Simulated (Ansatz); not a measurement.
# CH₇SbSi: an energy map over bond length Si1–H5 and angle C2–Si1–H5

A grid of calculations on CH₇SbSi, SMILES [SiH3][CH2][SbH2], to see where the energy is lowest and how it rises around there.

Method: RHF/def2-TZVP; program: Ansatz 0.2.0.

### Step 1. The system as given

10 atoms, charge 0, spin multiplicity 1.

Atoms are counted from 1 here; the program's logs count them from 0.

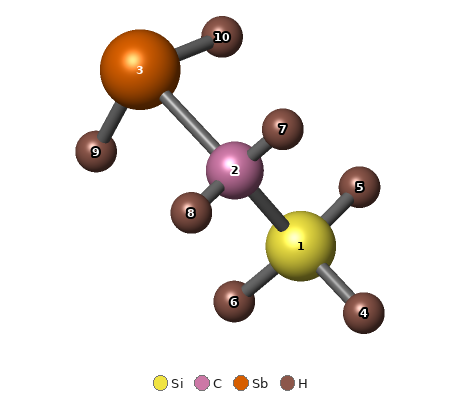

The starting geometry (silicon yellow, carbon pink, antimony orange, hydrogen brown); atoms are numbered from 1 in the order of the file.

Coordinates:

```xyz
10

Si   -1.05983    0.23511   -0.64950
C     0.27692   -0.95756   -0.06007
Sb    1.83683   -0.03181    1.20488
H    -2.08896   -0.46417   -1.50527
H    -0.44371    1.34050   -1.46469
H    -1.76656    0.84465    0.53160
H     0.80687   -1.42008   -0.91875
H    -0.16007   -1.78303    0.53970
H     0.67835    0.83823    2.16546
H     2.00335    1.34706    0.15953
```

This geometry comes from a loose relaxation at PBE in a small basis, which is not shown.

### Step 2. Geometry optimisation

Input file input.yaml:

```yaml
crystal:
  periodic: [false, false, false]
  atoms:
    - { symbol: Si, position_ang: [-1.059826, 0.235111, -0.6495] }
    - { symbol: C, position_ang: [0.276925, -0.957557, -0.060073] }
    - { symbol: Sb, position_ang: [1.83683, -0.031814, 1.204885] }
    - { symbol: H, position_ang: [-2.088962, -0.464174, -1.50527] }
    - { symbol: H, position_ang: [-0.443705, 1.340503, -1.464688] }
    - { symbol: H, position_ang: [-1.766563, 0.84465, 0.531603] }
    - { symbol: H, position_ang: [0.806869, -1.420082, -0.91875] }
    - { symbol: H, position_ang: [-0.160071, -1.783025, 0.539702] }
    - { symbol: H, position_ang: [0.678354, 0.838227, 2.165458] }
    - { symbol: H, position_ang: [2.003348, 1.347062, 0.159534] }
basis:
  gaussian: { orbitals: def2-TZVP }
hamiltonian:
  xc: hf
output:
  forces: true
relax:
  f_tol: 0.003
  max_steps: 120
```

Run with:

```console
> ansatz run input.yaml --threads 1 --pin off --max-ram 2560MiB --backend cpu --events-out ev --progress --plain --runs-dir out
```

Output:

```text
Warning: RAYON_NUM_THREADS=1 ignored (pool sized by the plan → 1); use --threads N
The last accepted step is kept in <dir> (removed where the run ends without a failure and the disk answers)
Engine: ansatz 0.2.0, aarch64-unknown-linux-gnu
Functional definition: HF
  exchange = exact_x
  correlation = 0
1374 factors; their error is unknown
mean field evaluation 1: about -15511.1431 eV, gradient 2.6e1 eV
mean field evaluation 2: about -15512.8882 eV, gradient 1.3e1 eV
mean field evaluation 4: about -15513.4057 eV, gradient 7.0e-1 eV
mean field evaluation 8: about -15514.2309 eV, gradient 1.8e0 eV
mean field evaluation 16: about -15514.2336 eV, gradient 1.2e-5 eV
mean field -15514.23358231 eV, -570.1375682246 hartree, gradient 1.2e-5 eV, S^2 0.000000; 0 other end points of the search recorded, 0 dependent functions left out
the calculation of the forces begins
reference -15514.23358231 eV, -570.1375682246 hartree; 25, 25 occupied and 135, 135 virtual orbitals, 1374 factors
relax step   1: F+E_penalty+E_count = -15514.23358231 eV  Δ(F+E_penalty+E_count) = +0.000e0 eV  max|allowed force component| = 9.278e-1 eV/Å  Δτ_max = 0.0000 Å  (32 SCF iters, accepted)
these checks for a lower state are left out or cut short: starts, cluster_reference, orbital_swaps, neighbouring_geometries, increment
1374 factors; their error is unknown
mean field -15514.23773132 eV, -570.1377206979 hartree, gradient 1.6e-5 eV, S^2 0.000000; 0 other end points of the search recorded, 0 dependent functions left out
the calculation of the forces begins
reference -15514.23773132 eV, -570.1377206979 hartree; 25, 25 occupied and 135, 135 virtual orbitals, 1374 factors
relax step   2: F+E_penalty+E_count = -15514.23773132 eV  Δ(F+E_penalty+E_count) = -4.149e-3 eV  max|allowed force component| = 9.473e-1 eV/Å  Δτ_max = 0.1482 Å  (44 SCF iters, accepted)
these checks for a lower state are left out or cut short: starts, cluster_reference, orbital_swaps, neighbouring_geometries, increment
1374 factors; their error is unknown
mean field evaluation 32: about -15514.3292 eV, gradient 1.1e-2 eV
mean field -15514.32924840 eV, -570.1410838885 hartree, gradient 1.3e-5 eV, S^2 0.000000; 0 other end points of the search recorded, 0 dependent functions left out
the calculation of the forces begins
reference -15514.32924840 eV, -570.1410838885 hartree; 25, 25 occupied and 135, 135 virtual orbitals, 1374 factors
relax step   3: F+E_penalty+E_count = -15514.32924840 eV  Δ(F+E_penalty+E_count) = -9.152e-2 eV  max|allowed force component| = 9.996e-2 eV/Å  Δτ_max = 0.0928 Å  (36 SCF iters, accepted)
these checks for a lower state are left out or cut short: starts, cluster_reference, orbital_swaps, neighbouring_geometries, increment
1374 factors; their error is unknown
mean field -15514.33356136 eV, -570.1412423871 hartree, gradient 1.3e-5 eV, S^2 0.000000; 0 other end points of the search recorded, 0 dependent functions left out
the calculation of the forces begins
reference -15514.33356136 eV, -570.1412423871 hartree; 25, 25 occupied and 135, 135 virtual orbitals, 1374 factors
relax step   4: F+E_penalty+E_count = -15514.33356136 eV  Δ(F+E_penalty+E_count) = -4.313e-3 eV  max|allowed force component| = 3.180e-2 eV/Å  Δτ_max = 0.0267 Å  (37 SCF iters, accepted)
these checks for a lower state are left out or cut short: starts, cluster_reference, orbital_swaps, neighbouring_geometries, increment
1374 factors; their error is unknown
mean field -15514.33420442 eV, -570.1412660189 hartree, gradient 1.3e-5 eV, S^2 0.000000; 0 other end points of the search recorded, 0 dependent functions left out
the calculation of the forces begins
reference -15514.33420442 eV, -570.1412660189 hartree; 25, 25 occupied and 135, 135 virtual orbitals, 1374 factors
relax step   5: F+E_penalty+E_count = -15514.33420442 eV  Δ(F+E_penalty+E_count) = -6.431e-4 eV  max|allowed force component| = 1.866e-2 eV/Å  Δτ_max = 0.0153 Å  (37 SCF iters, accepted)
these checks for a lower state are left out or cut short: starts, cluster_reference, orbital_swaps, neighbouring_geometries, increment
1374 factors; their error is unknown
mean field -15514.33432453 eV, -570.1412704330 hartree, gradient 1.3e-5 eV, S^2 0.000000; 0 other end points of the search recorded, 0 dependent functions left out
the calculation of the forces begins
reference -15514.33432453 eV, -570.1412704330 hartree; 25, 25 occupied and 135, 135 virtual orbitals, 1374 factors
relax step   6: F+E_penalty+E_count = -15514.33432453 eV  Δ(F+E_penalty+E_count) = -1.201e-4 eV  max|allowed force component| = 1.246e-2 eV/Å  Δτ_max = 0.0064 Å  (37 SCF iters, accepted)
these checks for a lower state are left out or cut short: starts, cluster_reference, orbital_swaps, neighbouring_geometries, increment
1374 factors; their error is unknown
mean field -15514.33433446 eV, -570.1412707978 hartree, gradient 1.3e-5 eV, S^2 0.000000; 0 other end points of the search recorded, 0 dependent functions left out
the calculation of the forces begins
reference -15514.33433446 eV, -570.1412707978 hartree; 25, 25 occupied and 135, 135 virtual orbitals, 1374 factors
relax step   7: F+E_penalty+E_count = -15514.33433446 eV  Δ(F+E_penalty+E_count) = -9.928e-6 eV  max|allowed force component| = 1.286e-3 eV/Å  Δτ_max = 0.0010 Å  (37 SCF iters, accepted)
1374 factors; their error is unknown
mean field evaluation 64: about -15514.3317 eV, gradient 1.8e0 eV
mean field -15514.33433446 eV, -570.1412707978 hartree, gradient 1.3e-5 eV, S^2 0.000000; 1 other end points of the search recorded, 0 dependent functions left out
the calculation of the forces begins
reference -15514.33433446 eV, -570.1412707978 hartree; 25, 25 occupied and 135, 135 virtual orbitals, 1374 factors
Total energy: -15514.33433446 eV, -570.1412707978 hartree
Atom 0 at    -1.087841     0.229850    -0.669367 Å, force    -0.000437    -0.000023    -0.000271 eV/Å
Atom 1 at     0.266449    -0.910937    -0.055469 Å, force     0.001053     0.000606     0.000872 eV/Å
Atom 2 at     1.814698    -0.038256     1.189173 Å, force    -0.001286    -0.000314    -0.000833 eV/Å
Atom 3 at    -2.062983    -0.513168    -1.499699 Å, force     0.000344     0.000075     0.000243 eV/Å
Atom 4 at    -0.512394     1.313846    -1.491143 Å, force     0.000226     0.000408    -0.000537 eV/Å
Atom 5 at    -1.812119     0.827033     0.470932 Å, force    -0.000488     0.000113     0.000526 eV/Å
Atom 6 at     0.778804    -1.367791    -0.896538 Å, force     0.000422    -0.000089    -0.000210 eV/Å
Atom 7 at    -0.163472    -1.721888     0.524336 Å, force     0.000060    -0.000190     0.000372 eV/Å
Atom 8 at     0.764771     0.809523     2.222820 Å, force     0.000187    -0.000215    -0.000300 eV/Å
Atom 9 at     2.097284     1.320689     0.207855 Å, force    -0.000080    -0.000370     0.000139 eV/Å
Dipole moment:     0.038792    -0.172943    -0.017439 e Å
```

It took 69 s on 1 thread of Arm Neoverse N1, shared host; peak memory 0.35 GiB.

Along the way:

```csv
step,energy from step 1 (eV),largest force component (eV/Å)
1,0.0000,0.9278
2,-0.0041,0.9473
3,-0.0957,0.1000
4,-0.1000,0.0318
5,-0.1006,0.0187
6,-0.1007,0.0125
7,-0.1008,0.0013
```

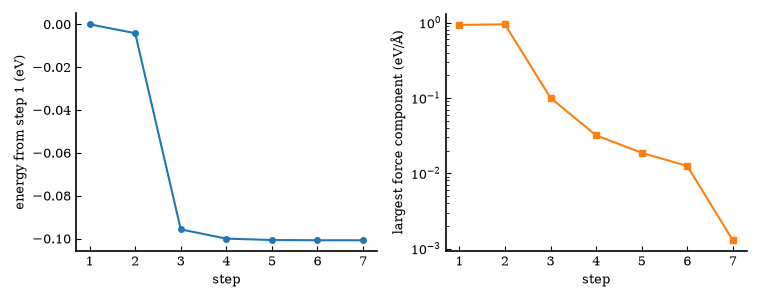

Energy and largest force along the relaxation.

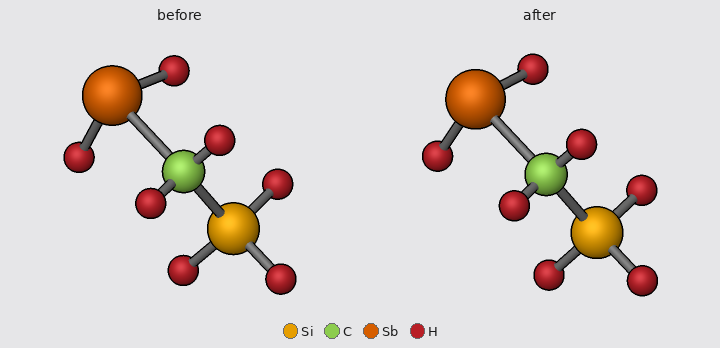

The geometry before (left) and after (right).

Distances of close pairs at the start and the end, largest changes first:

```csv
bond,before (Å),after (Å),change (Å)
C2–Sb3,2.211,2.170,-0.042
Sb3–H9,1.738,1.700,-0.038
Sb3–H10,1.738,1.700,-0.038
Si1–H4,1.510,1.481,-0.029
Si1–H6,1.505,1.477,-0.028
Si1–H5,1.505,1.477,-0.028
C2–H7,1.110,1.086,-0.024
C2–H8,1.110,1.086,-0.024
```

### Step 3. Plan of the scan

First coordinate, bond length Si1–H5: 15 values from 1.211 to 2.215 Å. Second coordinate, angle C2–Si1–H5: 15 values from 65.3 to 155.3 °.

Nothing else is relaxed (all other coordinates rigid). Energies count from the relaxed molecule at the same level. Points are written as (first, second).

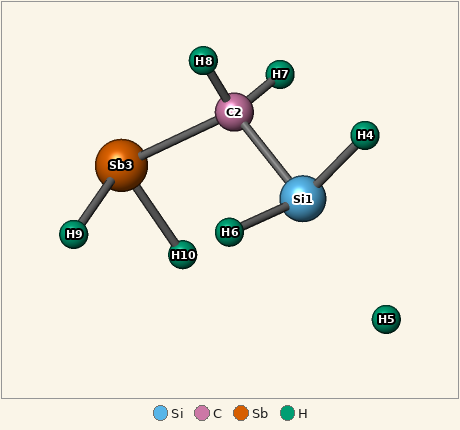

The geometry at (2.215 Å, 129.6°).

Below, 3 of the grid's runs; all are launched alike.

### Step 4. Grid point (1.498 Å, 110.3°)

Input file input.yaml:

```yaml
crystal:
  periodic: [false, false, false]
  atoms:
    - { symbol: Si, position_ang: [-1.087841, 0.22985, -0.669367] }
    - { symbol: C, position_ang: [0.267154, -0.910362, -0.055956] }
    - { symbol: Sb, position_ang: [1.815397, -0.037054, 1.188255] }
    - { symbol: H, position_ang: [-2.062983, -0.513168, -1.499699] }
    - { symbol: H, position_ang: [-0.504208, 1.329265, -1.502832] }
    - { symbol: H, position_ang: [-1.812119, 0.827033, 0.470932] }
    - { symbol: H, position_ang: [0.779454, -1.366936, -0.897211] }
    - { symbol: H, position_ang: [-0.162221, -1.72154, 0.523936] }
    - { symbol: H, position_ang: [0.765409, 0.810191, 2.222277] }
    - { symbol: H, position_ang: [2.097065, 1.322074, 0.206927] }
basis:
  gaussian: { orbitals: def2-TZVP }
hamiltonian:
  xc: hf
output:
  forces: true
```

Run with:

```console
> ansatz run input.yaml --threads 1 --pin off --max-ram 2560MiB --backend cpu --events-out ev --progress --plain --runs-dir out
```

Output:

```text
Warning: RAYON_NUM_THREADS=1 ignored (pool sized by the plan → 1); use --threads N
Engine: ansatz 0.2.0, aarch64-unknown-linux-gnu
Functional definition: HF
  exchange = exact_x
  correlation = 0
1374 factors; their error is unknown
mean field evaluation 1: about -15511.1933 eV, gradient 2.6e1 eV
mean field evaluation 2: about -15512.9895 eV, gradient 1.3e1 eV
mean field evaluation 4: about -15513.5020 eV, gradient 7.3e-1 eV
mean field evaluation 8: about -15514.3276 eV, gradient 1.8e0 eV
mean field evaluation 16: about -15512.0219 eV, gradient 2.6e1 eV
mean field -15514.33024177 eV, -570.1411203945 hartree, gradient 6.7e-6 eV, S^2 0.000000; 0 other end points of the search recorded, 0 dependent functions left out
the calculation of the forces begins
reference -15514.33024177 eV, -570.1411203945 hartree; 25, 25 occupied and 135, 135 virtual orbitals, 1374 factors
Total energy: -15514.33024177 eV, -570.1411203945 hartree
Atom 0 at    -1.087841     0.229850    -0.669367 Å, force     0.142212     0.263109    -0.201675 eV/Å
Atom 1 at     0.267154    -0.910362    -0.055956 Å, force     0.002600     0.007617    -0.005197 eV/Å
Atom 2 at     1.815397    -0.037054     1.188255 Å, force     0.000311     0.001486    -0.000914 eV/Å
Atom 3 at    -2.062983    -0.513168    -1.499699 Å, force     0.005852     0.007021    -0.001340 eV/Å
Atom 4 at    -0.504208     1.329265    -1.502832 Å, force    -0.151754    -0.281838     0.213266 eV/Å
Atom 5 at    -1.812119     0.827033     0.470932 Å, force     0.004505     0.003673    -0.005813 eV/Å
Atom 6 at     0.779454    -1.366936    -0.897211 Å, force    -0.000298     0.000797     0.000262 eV/Å
Atom 7 at    -0.162221    -1.721540     0.523936 Å, force    -0.003362     0.000625     0.000484 eV/Å
Atom 8 at     0.765409     0.810191     2.222277 Å, force    -0.000141    -0.000538    -0.000353 eV/Å
Atom 9 at     2.097065     1.322074     0.206927 Å, force     0.000075    -0.001953     0.001279 eV/Å
Dipole moment:     0.037200    -0.177921    -0.012938 e Å
```

It took 8.7 s on 1 thread of Arm Neoverse N1, shared host; peak memory 0.34 GiB.

Energy on the map's scale: 0.09 kcal/mol.

### Step 5. Grid point (2.215 Å, 129.6°)

Input file input.yaml:

```yaml
crystal:
  periodic: [false, false, false]
  atoms:
    - { symbol: Si, position_ang: [-1.087841, 0.22985, -0.669367] }
    - { symbol: C, position_ang: [-0.231974, -1.191597, 0.202038] }
    - { symbol: Sb, position_ang: [1.243078, -0.689973, 1.71213] }
    - { symbol: H, position_ang: [-2.062983, -0.513168, -1.499699] }
    - { symbol: H, position_ang: [-0.22486, 1.855487, -1.90176] }
    - { symbol: H, position_ang: [-1.812119, 0.827033, 0.470932] }
    - { symbol: H, position_ang: [0.279823, -1.818582, -0.521547] }
    - { symbol: H, position_ang: [-0.965096, -1.821853, 0.69596] }
    - { symbol: H, position_ang: [0.295405, 0.468088, 2.51855] }
    - { symbol: H, position_ang: [2.059772, 0.482396, 0.79119] }
basis:
  gaussian: { orbitals: def2-TZVP }
hamiltonian:
  xc: hf
output:
  forces: true
```

Run with:

```console
> ansatz run input.yaml --threads 1 --pin off --max-ram 2560MiB --backend cpu --events-out ev --progress --plain --runs-dir out
```

Output:

```text
Warning: RAYON_NUM_THREADS=1 ignored (pool sized by the plan → 1); use --threads N
Engine: ansatz 0.2.0, aarch64-unknown-linux-gnu
Functional definition: HF
  exchange = exact_x
  correlation = 0
1374 factors; their error is unknown
mean field evaluation 1: about -15508.5801 eV, gradient 2.7e1 eV
mean field evaluation 2: about -15510.3894 eV, gradient 1.4e1 eV
mean field evaluation 4: about -15510.9429 eV, gradient 7.7e-1 eV
mean field evaluation 8: about -15511.7674 eV, gradient 1.8e0 eV
mean field evaluation 16: about -15511.7701 eV, gradient 1.3e-5 eV
mean field -15511.77008871 eV, -570.0470365046 hartree, gradient 1.3e-5 eV, S^2 0.000000; 0 other end points of the search recorded, 0 dependent functions left out
the calculation of the forces begins
reference -15511.77008871 eV, -570.0470365046 hartree; 25, 25 occupied and 135, 135 virtual orbitals, 1374 factors
Total energy: -15511.77008871 eV, -570.0470365046 hartree
Atom 0 at    -1.087841     0.229850    -0.669367 Å, force    -0.150923     1.274903    -0.846998 eV/Å
Atom 1 at    -0.231974    -1.191597     0.202038 Å, force     1.404152     0.273136    -0.474662 eV/Å
Atom 2 at     1.243078    -0.689973     1.712130 Å, force     0.120113    -0.046461     0.108820 eV/Å
Atom 3 at    -2.062983    -0.513168    -1.499699 Å, force     0.040060     0.592126    -0.453063 eV/Å
Atom 4 at    -0.224860     1.855487    -1.901760 Å, force    -1.161506    -2.898788     2.153769 eV/Å
Atom 5 at    -1.812119     0.827033     0.470932 Å, force     0.004717     0.628613    -0.400811 eV/Å
Atom 6 at     0.279823    -1.818582    -0.521547 Å, force     0.045119    -0.103096     0.094847 eV/Å
Atom 7 at    -0.965096    -1.821853     0.695960 Å, force    -0.274274     0.297870    -0.149225 eV/Å
Atom 8 at     0.295405     0.468088     2.518550 Å, force    -0.012036    -0.007298    -0.021407 eV/Å
Atom 9 at     2.059772     0.482396     0.791190 Å, force    -0.015421    -0.011006    -0.011269 eV/Å
Dipole moment:    -0.025099    -0.321093     0.098755 e Å
```

It took 8.4 s on 1 thread of Arm Neoverse N1, shared host; peak memory 0.34 GiB.

On the map this point reads 59 kcal/mol.

### Step 6. The run at (1.211 Å, 65.3°)

Input file input.yaml:

```yaml
crystal:
  periodic: [false, false, false]
  atoms:
    - { symbol: Si, position_ang: [-1.087841, 0.22985, -0.669367] }
    - { symbol: C, position_ang: [0.775212, 0.162368, -0.861329] }
    - { symbol: Sb, position_ang: [1.912892, 1.860709, -0.133933] }
    - { symbol: H, position_ang: [-2.062983, -0.513168, -1.499699] }
    - { symbol: H, position_ang: [-0.616026, 1.11863, -1.343149] }
    - { symbol: H, position_ang: [-1.812119, 0.827033, 0.470932] }
    - { symbol: H, position_ang: [1.038291, 0.050653, -1.908673] }
    - { symbol: H, position_ang: [1.171826, -0.707426, -0.346739] }
    - { symbol: H, position_ang: [1.130385, 1.976483, 1.370654] }
    - { symbol: H, position_ang: [0.933296, 3.056509, -0.841058] }
basis:
  gaussian: { orbitals: def2-TZVP }
hamiltonian:
  xc: hf
output:
  forces: true
```

Run with:

```console
> ansatz run input.yaml --threads 1 --pin off --max-ram 2560MiB --backend cpu --events-out ev --progress --plain --runs-dir out
```

Output:

```text
Warning: RAYON_NUM_THREADS=1 ignored (pool sized by the plan → 1); use --threads N
Engine: ansatz 0.2.0, aarch64-unknown-linux-gnu
Functional definition: HF
  exchange = exact_x
  correlation = 0
1374 factors; their error is unknown
mean field evaluation 1: about -15507.4674 eV, gradient 2.9e1 eV
mean field evaluation 2: about -15509.4255 eV, gradient 1.6e1 eV
mean field evaluation 4: about -15510.1498 eV, gradient 8.3e-1 eV
mean field evaluation 8: about -15510.9760 eV, gradient 1.8e0 eV
mean field evaluation 16: about -15510.9787 eV, gradient 1.3e-5 eV
mean field -15510.97865392 eV, -570.0179518127 hartree, gradient 1.3e-5 eV, S^2 0.000000; 0 other end points of the search recorded, 0 dependent functions left out
the calculation of the forces begins
reference -15510.97865392 eV, -570.0179518127 hartree; 25, 25 occupied and 135, 135 virtual orbitals, 1374 factors
Total energy: -15510.97865392 eV, -570.0179518127 hartree
Atom 0 at    -1.087841     0.229850    -0.669367 Å, force    -3.084194    -3.990913     3.083572 eV/Å
Atom 1 at     0.775212     0.162368    -0.861329 Å, force     1.796665    -3.201969     2.263282 eV/Å
Atom 2 at     1.912892     1.860709    -0.133933 Å, force    -0.188152    -0.120389     0.017873 eV/Å
Atom 3 at    -2.062983    -0.513168    -1.499699 Å, force     0.390084    -0.709475     0.294203 eV/Å
Atom 4 at    -0.616026     1.118630    -1.343149 Å, force    -0.053418     8.548873    -6.074993 eV/Å
Atom 5 at    -1.812119     0.827033     0.470932 Å, force     0.465691    -0.519532     0.457878 eV/Å
Atom 6 at     1.038291     0.050653    -1.908673 Å, force    -0.409632     0.056676     0.038823 eV/Å
Atom 7 at     1.171826    -0.707426    -0.346739 Å, force     1.027501    -0.067810    -0.117685 eV/Å
Atom 8 at     1.130385     1.976483     1.370654 Å, force     0.024015     0.012676     0.016716 eV/Å
Atom 9 at     0.933296     3.056509    -0.841058 Å, force     0.031440    -0.008137     0.020331 eV/Å
Dipole moment:     0.063609    -0.205734     0.036237 e Å
```

It took 8.3 s on 1 thread of Arm Neoverse N1, shared host; peak memory 0.34 GiB.

That is 77 kcal/mol from the zero.

(Part 1 of 2 ends here.)
